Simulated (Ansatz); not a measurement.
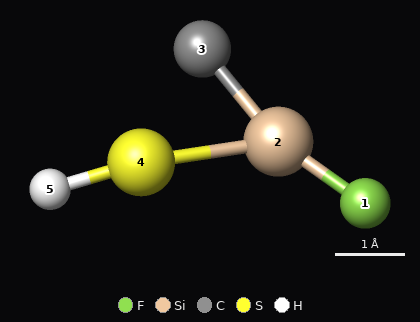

Fig. 1: The starting structure (ball-and-stick view, seen at a tilt; atoms are numbered from 1 in the order of the input).

## Geometry relaxation of CHFSSi

The run: geometry relaxation of CHFSSi. Method and program: RKS PBE-D4/cc-pVDZ (Ansatz 0.2.0).

It belongs to a series of runs on one base structure; here: end point B relaxed. Figures and captions count atoms from 1; the log counts them from 0 in places.

The program's output:
```
The last accepted step is kept in [file] (removed where the run ends without a failure and the disk answers)
Engine: ansatz 0.2.0, aarch64-unknown-linux-gnu
Functional definition: PBE
  parameter kappa = 0.804
  parameter beta = 0.06672455060314922
  exchange = pbe_x(kappa = kappa, mu = beta*pi^2/3)
  correlation = pbe_c(beta = beta)
863 factors; their error is unknown
mean field evaluation 1: about -22453.0894 eV, gradient 6.6e1 eV
mean field evaluation 2: about -22366.0419 eV, gradient 1.2e2 eV
mean field evaluation 4: about -22463.2402 eV, gradient 2.6e1 eV
mean field evaluation 8: about -22465.4208 eV, gradient 7.6e-1 eV
mean field evaluation 16: about -22465.3924 eV, gradient 2.7e-3 eV
mean field -22465.39237002 eV, -825.5879420083 hartree, gradient 2.1e-5 eV, S^2 0.000000; 1 other end points of the search recorded, 0 dependent functions left out
the calculation of the forces begins
reference -22465.39239706 eV, -825.5879430022 hartree; 23, 23 occupied and 46, 46 virtual orbitals, 863 factors
relax step   1: F+E_penalty+E_count = -22465.52455898 eV  Δ(F+E_penalty+E_count) = +0.000e0 eV  max|allowed force component| = 3.395e0 eV/Å  Δτ_max = 0.0000 Å  (42 SCF iters, accepted)
these checks for a lower state are left out or cut short: starts, cluster_reference, orbital_swaps, neighbouring_geometries, increment
863 factors; their error is unknown
mean field evaluation 32: about -22466.2782 eV, gradient 8.1e-6 eV
mean field -22466.27817638 eV, -825.6204947917 hartree, gradient 8.1e-6 eV, S^2 0.000000; 0 other end points of the search recorded, 0 dependent functions left out
[... from here on the field's lines of each further geometry are left out, up to the last ...]
relax step   2: F+E_penalty+E_count = -22466.40992097 eV  Δ(F+E_penalty+E_count) = -8.854e-1 eV  max|allowed force component| = 1.995e0 eV/Å  Δτ_max = 0.1900 Å  (36 SCF iters, accepted)
relax step   3: F+E_penalty+E_count = -22466.92913760 eV  Δ(F+E_penalty+E_count) = -5.192e-1 eV  max|allowed force component| = 1.356e0 eV/Å  Δτ_max = 0.1951 Å  (34 SCF iters, accepted)
relax step   4: F+E_penalty+E_count = -22467.19515338 eV  Δ(F+E_penalty+E_count) = -2.660e-1 eV  max|allowed force component| = 1.508e0 eV/Å  Δτ_max = 0.1999 Å  (32 SCF iters, accepted)
relax step   5: F+E_penalty+E_count = -22467.30496431 eV  Δ(F+E_penalty+E_count) = -1.098e-1 eV  max|allowed force component| = 1.013e0 eV/Å  Δτ_max = 0.1945 Å  (30 SCF iters, accepted)
relax step   6: F+E_penalty+E_count = -22467.33239708 eV  Δ(F+E_penalty+E_count) = -2.743e-2 eV  max|allowed force component| = 4.423e-1 eV/Å  Δτ_max = 0.0491 Å  (30 SCF iters, accepted)
relax step   7: F+E_penalty+E_count = -22467.34259201 eV  Δ(F+E_penalty+E_count) = -1.019e-2 eV  max|allowed force component| = 1.816e-1 eV/Å  Δτ_max = 0.1079 Å  (34 SCF iters, accepted)
relax step   8: F+E_penalty+E_count = -22467.34440342 eV  Δ(F+E_penalty+E_count) = -1.811e-3 eV  max|allowed force component| = 9.874e-2 eV/Å  Δτ_max = 0.0238 Å  (31 SCF iters, accepted)
relax step   9: F+E_penalty+E_count = -22467.34492204 eV  Δ(F+E_penalty+E_count) = -5.186e-4 eV  max|allowed force component| = 7.278e-2 eV/Å  Δτ_max = 0.0188 Å  (30 SCF iters, accepted)
relax step  10: F+E_penalty+E_count = -22467.34583040 eV  Δ(F+E_penalty+E_count) = -9.084e-4 eV  max|allowed force component| = 3.974e-2 eV/Å  Δτ_max = 0.0213 Å  (30 SCF iters, accepted)
relax step  11: F+E_penalty+E_count = -22467.34600291 eV  Δ(F+E_penalty+E_count) = -1.725e-4 eV  max|allowed force component| = 2.798e-2 eV/Å  Δτ_max = 0.0050 Å  (29 SCF iters, accepted)
relax step  12: F+E_penalty+E_count = -22467.34618464 eV  Δ(F+E_penalty+E_count) = -1.817e-4 eV  max|allowed force component| = 2.053e-2 eV/Å  Δτ_max = 0.0068 Å  (31 SCF iters, accepted)
the calculation of the forces begins
reference -22467.21227314 eV, -825.6548222145 hartree; 23, 23 occupied and 46, 46 virtual orbitals, 863 factors
relax step  13: F+E_penalty+E_count = -22467.34626577 eV  Δ(F+E_penalty+E_count) = -8.113e-5 eV  max|allowed force component| = 8.917e-3 eV/Å  Δτ_max = 0.0061 Å  (30 SCF iters, accepted)
863 factors; their error is unknown
mean field evaluation 128: about -22467.2122 eV, gradient 2.0e-3 eV
```

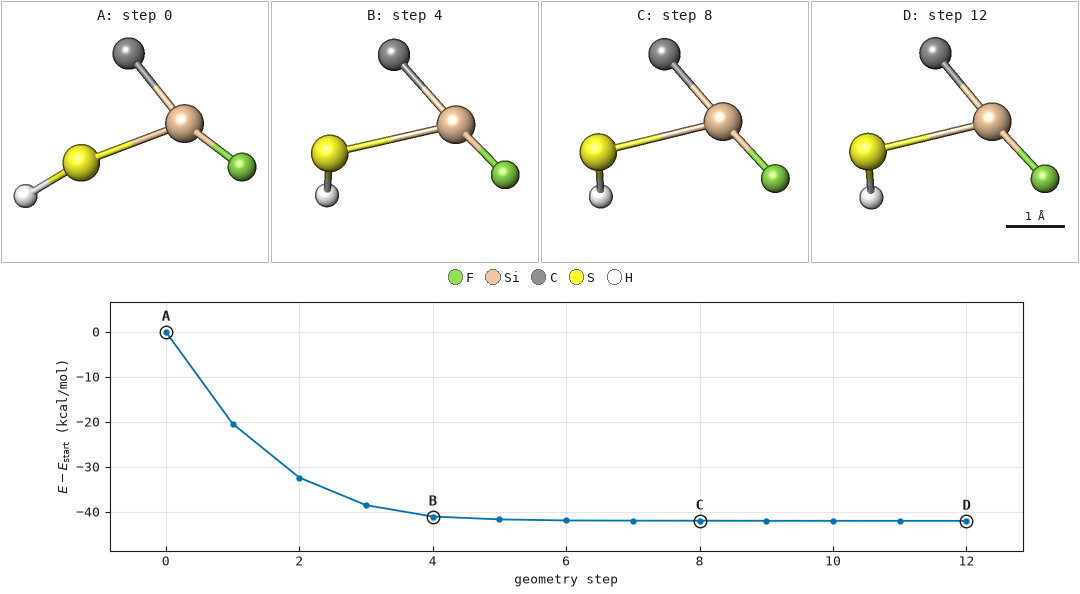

Fig. 2: Frames of the relaxation (ball-and-stick view, seen at a tilt) above the curves, on which the letters mark them (the first geometry is step 0 here and step 1 in the log).

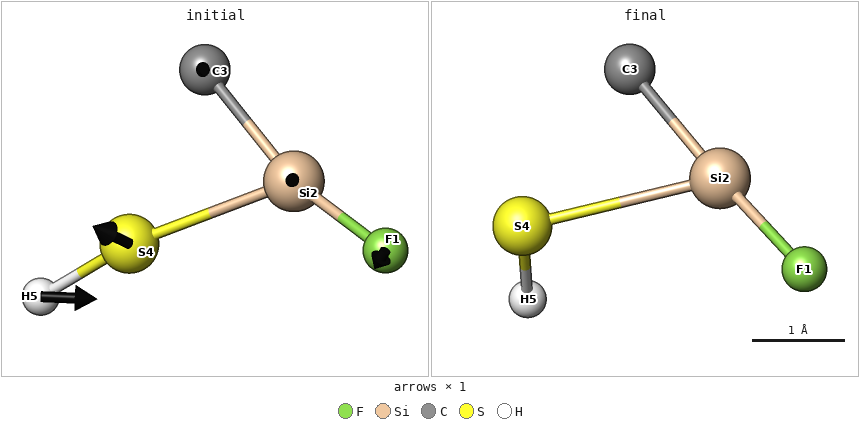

Fig. 3: Before (left) and after (right) the relaxation, at one scale (ball-and-stick view, seen at a tilt). The black arrows give the displacements, at true length. The atom that moves furthest after the best rigid fit is H5 (0.62 Å). Largest moves by element: H 0.62 Å, S 0.57 Å, F 0.28 Å, C 0.14 Å, Si 0.13 Å. Among the contacts that change: Si2–S4 2.075 → 2.241 Å, F1–Si2 1.597 → 1.658 Å, Si2–C3 1.785 → 1.778 Å. Among the angles that change: Si2–S4–H5 164.3° → 102.1°, F1–Si2–S4 128.4° → 118.5°, F1–Si2–C3 165.1° → 173.8°. The energy falls by 42.0 kcal/mol in 12 geometry steps. The largest force component goes from 3.4 to 0.0089 eV/Å. (Atoms are counted from 1 in the order of the input.)

```
mean field -22467.21224496 eV, -825.6548211787 hartree, gradient 2.0e-5 eV, S^2 0.000000; 1 other end points of the search recorded, 0 dependent functions left out
the calculation of the forces begins
reference -22467.21227314 eV, -825.6548222145 hartree; 23, 23 occupied and 46, 46 virtual orbitals, 863 factors
Total energy: -22467.34629395 eV, -825.6597473886 hartree
Atom 0 at    -0.527594    -1.879386     1.147185 Å, force     0.002879     0.003548    -0.003804 eV/Å
Atom 1 at    -0.037898    -0.477928     0.408477 Å, force    -0.002245    -0.008917     0.007089 eV/Å
Atom 2 at     0.498242     1.102149    -0.206542 Å, force     0.000126     0.002422    -0.002298 eV/Å
Atom 3 at    -1.565365     0.746478    -0.681370 Å, force    -0.001290     0.004568    -0.001938 eV/Å
Atom 4 at    -1.499975     0.220876    -1.958060 Å, force     0.000530    -0.001622     0.000950 eV/Å
Dipole moment:    -0.218800    -0.302195    -0.134266 e Å
```

Trajectory as extended XYZ (Å, eV, eV/Å), 13 frames, from step=1 to step=13:
```
5
Properties=species:S:1:pos:R:3:forces:R:3 step=1 energy=-22465.52456
F    -0.4259   -1.8170    1.4101   -0.5860  -1.5017   0.9777
Si   -0.0933   -0.5382    0.5140    2.4408   0.6041  -0.1768
C     0.4986    1.0289   -0.1037    0.4978   0.0608   0.1778
S    -1.2605    0.3461   -0.9563   -3.3953   1.2624  -0.2088
H    -1.8515    0.6924   -2.1543    1.0426  -0.4256  -0.7699
5
Properties=species:S:1:pos:R:3:forces:R:3 step=2 energy=-22466.40992
F    -0.4280   -1.8292    1.4216   -0.3964  -0.9095   0.5479
Si   -0.0245   -0.5680    0.4904    1.3232   0.3564  -0.8168
C     0.4918    1.0265   -0.1180   -0.1354  -0.0599  -0.1551
S    -1.4083    0.4260   -0.8676   -1.9945   1.4222   0.5723
H    -1.7636    0.6570   -2.2167    1.2031  -0.8092  -0.1484
5
Properties=species:S:1:pos:R:3:forces:R:3 step=3 energy=-22466.92914
F    -0.4409   -1.8399    1.4052   -0.1689  -0.3710   0.1477
Si    0.0225   -0.5887    0.4474    0.2149   0.2297  -0.6887
C     0.4818    1.0318   -0.1378   -0.4607  -0.0362  -0.2094
S    -1.5335    0.5355   -0.7657   -0.3397   0.8021  -0.6052
H    -1.6625    0.5734   -2.2395    0.7544  -0.6245   1.3556
5
Properties=species:S:1:pos:R:3:forces:R:3 step=4 energy=-22467.19515
F    -0.4662   -1.8400    1.3380   -0.1103  -0.2292   0.0443
Si    0.0081   -0.5821    0.3809    0.0144   0.2692  -0.3366
C     0.4569    1.0534   -0.1741   -0.3220  -0.0318  -0.0492
S    -1.5871    0.6388   -0.6892    0.3154   0.1133  -1.1664
H    -1.5444    0.4421   -2.1459    0.1025  -0.1215   1.5079
5
Properties=species:S:1:pos:R:3:forces:R:3 step=5 energy=-22467.30496
F    -0.5259   -1.8319    1.2409   -0.0032  -0.1184   0.0012
Si    0.0109   -0.5564    0.3306   -0.0218   0.1013   0.0527
C     0.4490    1.0950   -0.1850   -0.0675   0.0089  -0.0009
S    -1.5809    0.7034   -0.6524    0.2629  -0.2358  -1.0133
H    -1.4856    0.3021   -2.0244   -0.1704   0.2440   0.9603
5
Properties=species:S:1:pos:R:3:forces:R:3 step=6 energy=-22467.33240
F    -0.5418   -1.8353    1.2141    0.0350  -0.0422  -0.0314
Si    0.0118   -0.5452    0.3291   -0.0221   0.0153   0.1318
C     0.4510    1.1079   -0.1823    0.0067  -0.0069  -0.0233
S    -1.5648    0.7154   -0.6632    0.0629  -0.1102  -0.4423
H    -1.4889    0.2694   -1.9880   -0.0825   0.1440   0.3652
5
Properties=species:S:1:pos:R:3:forces:R:3 step=7 energy=-22467.34259
F    -0.5397   -1.8709    1.1510   -0.0381  -0.1816   0.1081
Si   -0.0110   -0.4886    0.4181    0.0073   0.0761  -0.0993
C     0.4721    1.0999   -0.2167    0.0727   0.0861  -0.0065
S    -1.5535    0.7339   -0.6739   -0.0601   0.0172  -0.1016
H    -1.5005    0.2379   -1.9688    0.0181   0.0022   0.0995
5
Properties=species:S:1:pos:R:3:forces:R:3 step=8 energy=-22467.34440
F    -0.5261   -1.8816    1.1673   -0.0132   0.0310  -0.0251
Si   -0.0273   -0.4954    0.4037    0.0585   0.0914  -0.0211
C     0.4747    1.1035   -0.2108    0.0361  -0.0987   0.0518
S    -1.5543    0.7492   -0.6830   -0.0875  -0.0322  -0.0284
H    -1.4997    0.2366   -1.9676    0.0061   0.0086   0.0228
5
Properties=species:S:1:pos:R:3:forces:R:3 step=9 energy=-22467.34492
F    -0.5308   -1.8796    1.1601    0.0155   0.0228  -0.0149
Si   -0.0266   -0.4879    0.4101    0.0067   0.0570  -0.0357
C     0.4819    1.1005   -0.2210   -0.0147  -0.0728   0.0665
S    -1.5681    0.7378   -0.6771    0.0194   0.0321   0.0123
H    -1.4889    0.2413   -1.9624   -0.0269  -0.0391  -0.0282
5
Properties=species:S:1:pos:R:3:forces:R:3 step=10 energy=-22467.34583
F    -0.5337   -1.8809    1.1474    0.0201   0.0305  -0.0109
Si   -0.0272   -0.4814    0.4133   -0.0321   0.0213  -0.0239
C     0.4891    1.1047   -0.2121   -0.0016  -0.0397   0.0193
S    -1.5615    0.7466   -0.6810    0.0056  -0.0017   0.0321
H    -1.4994    0.2232   -1.9579    0.0080  -0.0103  -0.0166
5
Properties=species:S:1:pos:R:3:forces:R:3 step=11 energy=-22467.34600
F    -0.5324   -1.8790    1.1499    0.0130   0.0142  -0.0065
Si   -0.0281   -0.4832    0.4088   -0.0280   0.0161  -0.0120
C     0.4894    1.1042   -0.2093    0.0052  -0.0193   0.0075
S    -1.5622    0.7463   -0.6810    0.0051  -0.0079   0.0185
H    -1.4993    0.2238   -1.9587    0.0046  -0.0031  -0.0076
5
Properties=species:S:1:pos:R:3:forces:R:3 step=12 energy=-22467.34618
F    -0.5297   -1.8792    1.1485    0.0057   0.0065  -0.0040
Si   -0.0342   -0.4801    0.4088    0.0015  -0.0104   0.0073
C     0.4928    1.1026   -0.2093    0.0148  -0.0005   0.0068
S    -1.5631    0.7456   -0.6803   -0.0205   0.0100  -0.0037
H    -1.4985    0.2232   -1.9580   -0.0014  -0.0055  -0.0065
5
Properties=species:S:1:pos:R:3:forces:R:3 step=13 energy=-22467.34627
F    -0.5276   -1.8794    1.1472    0.0029   0.0035  -0.0038
Si   -0.0379   -0.4779    0.4085   -0.0022  -0.0089   0.0071
C     0.4982    1.1021   -0.2065    0.0001   0.0024  -0.0023
S    -1.5654    0.7465   -0.6814   -0.0013   0.0046  -0.0019
H    -1.5000    0.2209   -1.9581    0.0005  -0.0016   0.0009
```

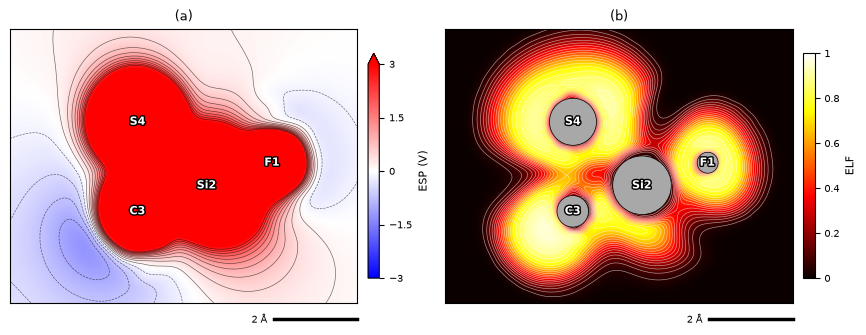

Fig. 4: (a) molecular electrostatic potential; (b) electron localisation function on the plane of atoms F1, Si2 and S4. Grey discs, where drawn, cover atomic cores. The section cuts through F, Si, C and S sites. Si–F (1.66 Å): the ELF peaks at about 0.80 between the atoms. C–Si (1.78 Å): the ELF peaks at about 0.80 between the atoms, as expected for localised, shared-pair bonding. Si–S (2.24 Å): the ELF peaks at about 0.80 between the atoms (a shared electron pair).

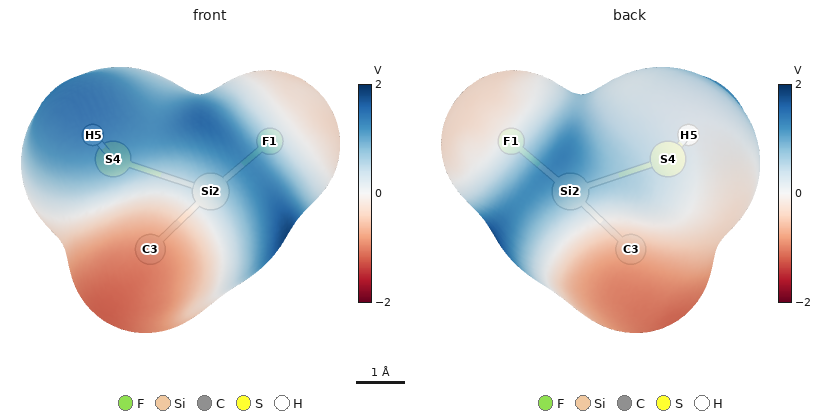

Fig. 5: The molecular electrostatic potential painted on the density surface at 0.002 e/bohr³, seen at a tilt and from behind; the colour scale runs from red (negative) to blue (positive).

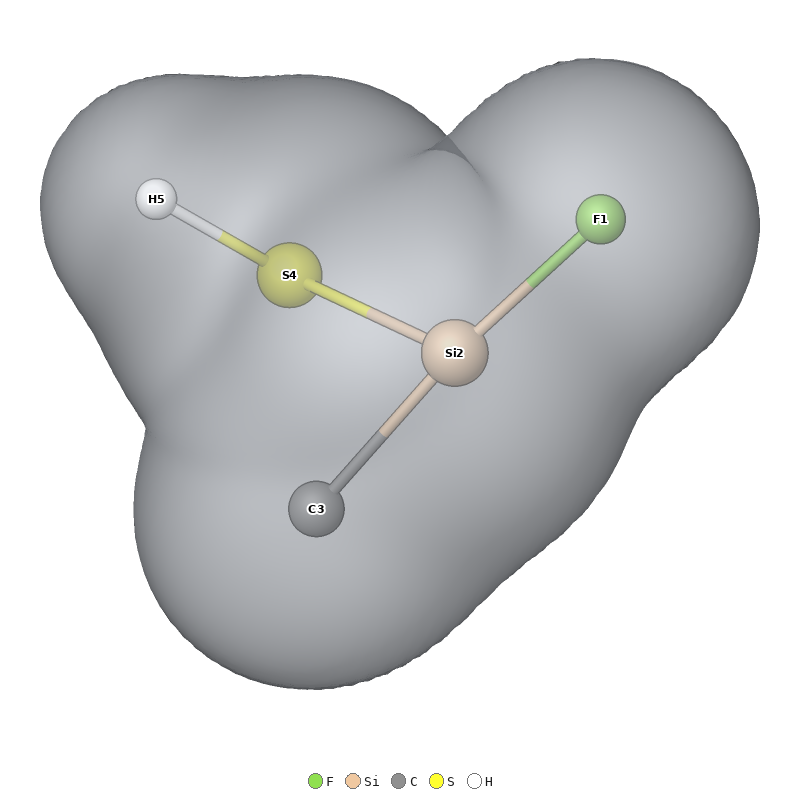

Fig. 6: Isosurface of the total electron density at 0.05 e/Å³ (grey), seen at a tilt. At this value the surface is in one piece. On the grid the lowest density along these lines, outside the cores, is 0.76 e/Å³ (Si–F, 1.66 Å), 0.77 e/Å³ (C–Si, 1.78 Å), 0.52 e/Å³ (Si–S, 2.24 Å) and 1.3 e/Å³ (S–H, 1.38 Å).

The run was set up as follows.

Input file:
```yaml
crystal:
  periodic: [false, false, false]
  atoms:
    - { symbol: F, position_ang: [-0.42591, -1.81701, 1.41014] }
    - { symbol: Si, position_ang: [-0.09328, -0.53818, 0.51396] }
    - { symbol: C, position_ang: [0.4986, 1.02888, -0.10375] }
    - { symbol: S, position_ang: [-1.26053, 0.34606, -0.95633] }
    - { symbol: H, position_ang: [-1.85147, 0.69244, -2.15433] }
basis:
  gaussian: { orbitals: cc-pVDZ }
hamiltonian:
  xc: pbe
  dispersion: d4
relax:
  f_tol: 0.02
  max_steps: 50
output:
  orbitals: {}
```

Command:
```bash
ansatz run input.yaml --threads 1 --pin off --max-ram 2048MiB --backend cpu --events-out ev --progress --plain --runs-dir out
```

Results in brief:

- outcome: converged
- total energy: −22467.3463 eV
- mean-field energy: −22467.2123 eV
- largest force (length of the vector) at the end: 0.012 eV/Å
- hardware: 1 thread of Arm Neoverse V1, 24 GiB of memory available, shared host
- wall time: 29 s
- peak memory: 0.16 GiB
